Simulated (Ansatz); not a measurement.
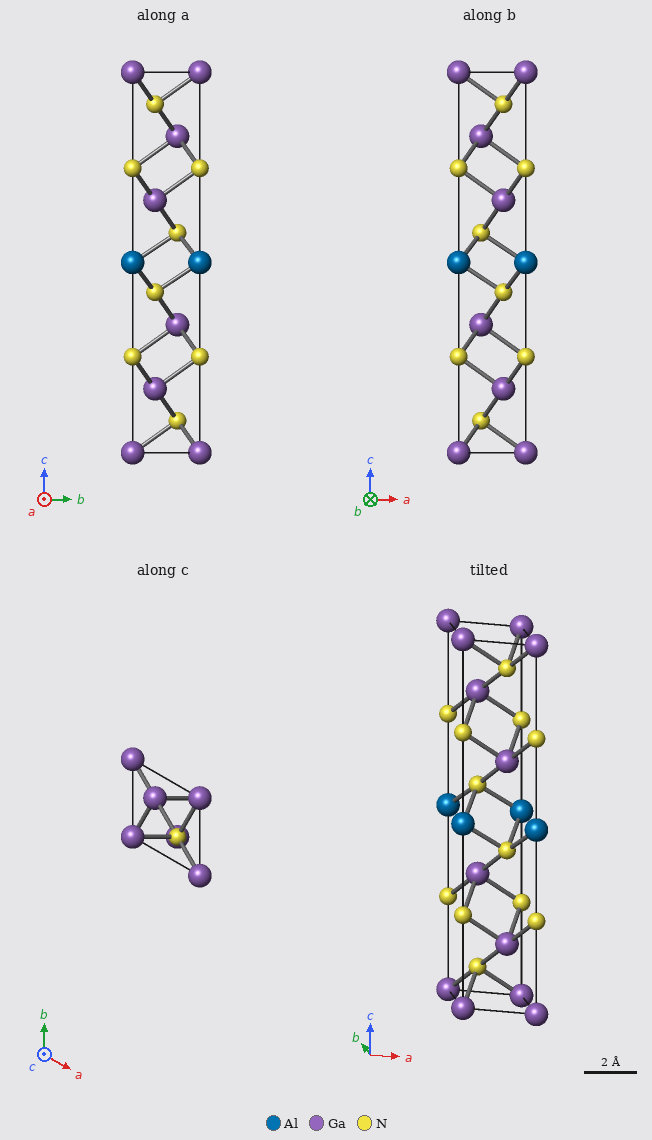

View along the a axis, along the b axis, along the c axis and slightly off an axis, drawn as a ball-and-stick model. The conventional unit cell is outlined; an atom on or near a face, edge or corner is repeated at each equivalent position.

Lattice parameters: a = 2.995 Å, b = 2.995 Å, c = 14.681 Å, α = 90.00°, β = 90.00°, γ = 120.00°.

### Express the structure as a table of Wyckoff sites, with free fractional coordinates to two decimals.

Space group P-3m1 (No. 164).
| atom | site | x | y | z |
| --- | --- | --- | --- | --- |
| Al | 1b | 0.00 | 0.00 | 0.50 |
| Ga | 2d | 0.6667 | 0.3333 | 0.66 |
| Ga | 2d | 0.3333 | 0.6667 | 0.83 |
| Ga | 1a | 0.00 | 0.00 | 0.00 |
| N | 2c | 0.00 | 0.00 | 0.75 |
| N | 2d | 0.6667 | 0.3333 | 0.92 |
| N | 2d | 0.6667 | 0.3333 | 0.42 |

Provenance: a structure type filled with these elements by a generator (whether the compound takes this form wasn't checked). Earlier steps of the study may have refined or changed the cell and positions. It was run through Ansatz as a DFT input.
